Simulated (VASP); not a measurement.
Band structure of RuN (relaxed from the wurtzite structure, space group P6_3mc). These are PBEsol GGA, VASP's PBE PAW potentials (set 64) (plane waves; VASP 6.6.1) values and carry that method's errors.

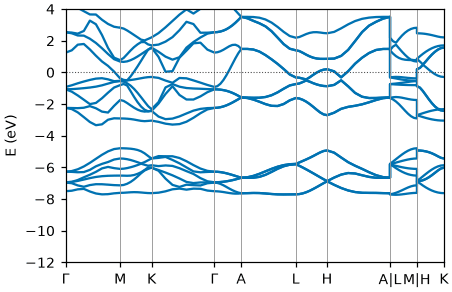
Figure: Bands along high-symmetry lines, zero at the valence-band maximum or, without a gap, the Fermi level

Problem. Read the plot: is there a gap, and where are the band edges?

Solution. It has no gap at this level: it comes out as a metal or semimetal. (Edges off the drawn lines would not show.)

The structure was generated: RuN was put into the wurtzite type (P6_3mc), which need not be its known phase. It was relaxed first, which changed the volume by -27 %.
